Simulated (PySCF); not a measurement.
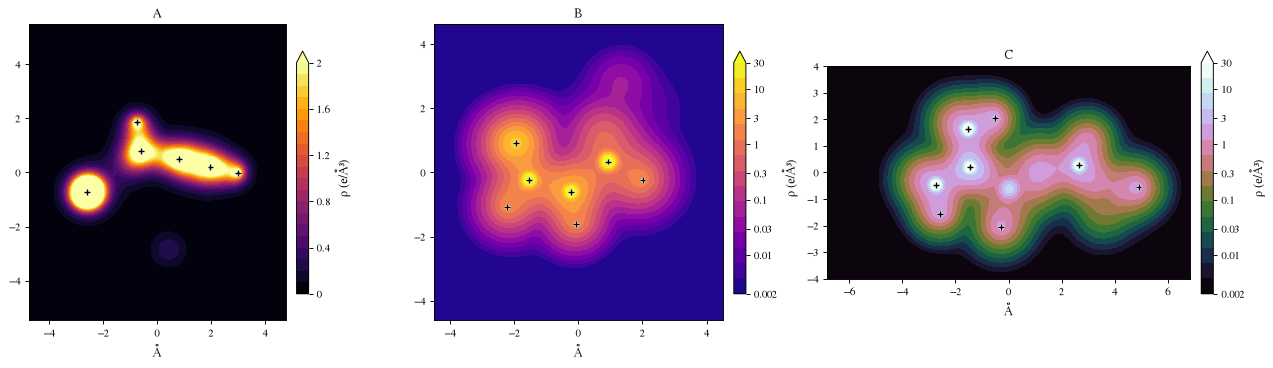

The total electron density of 3 systems, each on a plane through atoms (crosses mark nuclei in the plane).

The calculation used PBE0/pcSseg-1, SCF density, gas phase, non-relativistic in PySCF 2.14.0.

System 1: C3H10BNO2, the plane of atoms B4, N5 and C6. Geometry: PBE0-D3(BJ)/def2-SVP.

```yaml
atoms:
  - { symbol: C, position_ang: [-1.6398, 0.8100, 0.9466] }
  - { symbol: O, position_ang: [-0.6773, 0.0231, 0.2643] }
  - { symbol: C, position_ang: [-1.2087, -1.0736, -0.4570] }
  - { symbol: B, position_ang: [0.5594, 0.8624, -0.4820] }
  - { symbol: N, position_ang: [1.6765, -0.1125, -0.6327] }
  - { symbol: C, position_ang: [2.4676, -0.5425, 0.3876] }
  - { symbol: O, position_ang: [2.2843, -0.3200, 1.5616] }
  - { symbol: H, position_ang: [-2.2499, 0.1540, 1.5839] }
  - { symbol: H, position_ang: [-1.0838, 1.5256, 1.5614] }
  - { symbol: H, position_ang: [-2.2807, 1.3472, 0.2281] }
  - { symbol: H, position_ang: [-1.7471, -1.7368, 0.2355] }
  - { symbol: H, position_ang: [-1.8822, -0.7226, -1.2565] }
  - { symbol: H, position_ang: [-0.3532, -1.6030, -0.8912] }
  - { symbol: H, position_ang: [0.7436, 1.7545, 0.3201] }
  - { symbol: H, position_ang: [0.0842, 1.1956, -1.5589] }
  - { symbol: H, position_ang: [1.9741, -0.4048, -1.5549] }
  - { symbol: H, position_ang: [3.3357, -1.1592, 0.0357] }
```

System 2: C3H8O2Si3, the plane of atoms C2, C3 and H10. Geometry: GFN2-xTB.

```tsv
atom	x (Å)	y (Å)	z (Å)
C	-1.0772	2.4005	0.1183
C	-1.2415	1.2448	-0.1591
C	-1.3715	-0.1453	-0.4573
Si	-1.5352	-1.3850	1.0172
O	-0.1740	-2.1482	0.4548
Si	0.2515	-1.1318	-0.7889
O	1.5935	-0.3209	-0.4479
Si	2.3608	0.6656	0.5987
H	-0.9735	3.4182	0.3483
H	-2.1353	-0.2839	-1.2237
H	-1.2849	-0.8383	2.3414
H	-2.6412	-2.3243	0.9108
H	0.4885	-1.8822	-2.0007
H	3.6010	-0.0464	0.9062
H	2.5776	1.8956	-0.1583
H	1.5538	0.8906	1.7959
```

System 3: C4H15BN2Si (SMILES BCN(C)[SiH2]N(C)C), the plane of atoms N6, C8 and H23. Geometry: PBE0-D3(BJ)/def2-SVP.

```
atom    x (Å)    y (Å)    z (Å)
   B  -3.5372  -0.0483  -0.3618
   C  -2.2030  -0.8404  -0.2064
   N  -1.0037  -0.1282   0.1868
   C  -1.0234   0.3710   1.5372
  Si   0.2259   0.3649  -0.9275
   N   1.7743   0.1686  -0.1762
   C   2.8614   1.0978  -0.3315
   C   2.1334  -1.0780   0.4495
   H  -3.5834   1.1581  -0.2726
   H  -4.5518  -0.6566  -0.6232
   H  -2.3691  -1.7296   0.4433
   H  -2.0544  -1.3000  -1.2085
   H  -1.1502  -0.4519   2.2678
   H  -1.8427   1.0963   1.7130
   H  -0.0712   0.8713   1.7693
   H  -0.0477  -0.4842  -2.1362
   H   0.2188   1.8044  -1.3502
   H   2.5047   2.0368  -0.7803
   H   3.3195   1.3460   0.6456
   H   3.6703   0.7036  -0.9789
   H   2.8652  -1.6599  -0.1465
   H   2.5823  -0.9110   1.4474
   H   1.2371  -1.7010   0.5912
```

Which map belongs to which system?

Panel A is system 2, C3H8O2Si3: the plane holds C, O and H. C–C (1.20 Å): ρ is about 2.7 e/Å³ halfway. Panel B is system 1, C3H10BNO2: the plane holds B, N, C, O and H. C–O (1.21 Å): the density is about 3.3 e/Å³ at the midpoint. Panel C is system 3, C4H15BN2Si: the plane holds C, N and H. C–N (1.44 Å): the density is about 1.9 e/Å³ at the midpoint.
